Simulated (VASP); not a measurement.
Band structure of CaB₆ (cab6). These are PBE GGA, VASP's PBE PAW potentials (set 64) (plane waves; VASP) values and carry that method's errors.

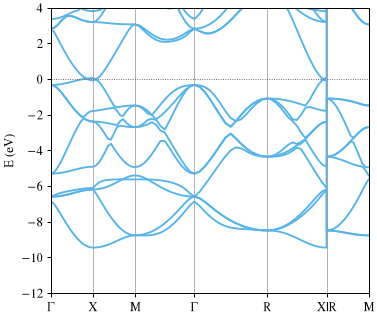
Bands along high-symmetry lines, zero at the valence-band maximum or, without a gap, the Fermi level

### Question
Read the plot: is there a gap, and where are the band edges?

### Answer
It has no gap at this level: it comes out as a metal or semimetal. (Edges off the drawn lines would not show.)

Measured: gap 1.00 eV (computed value off by -1.00 eV), as given by Zhigang Wu et al., Physical Review B (2004), arXiv:cond-mat/0401246.

The compound is CaB6 in the cab6 structure. It was relaxed first.
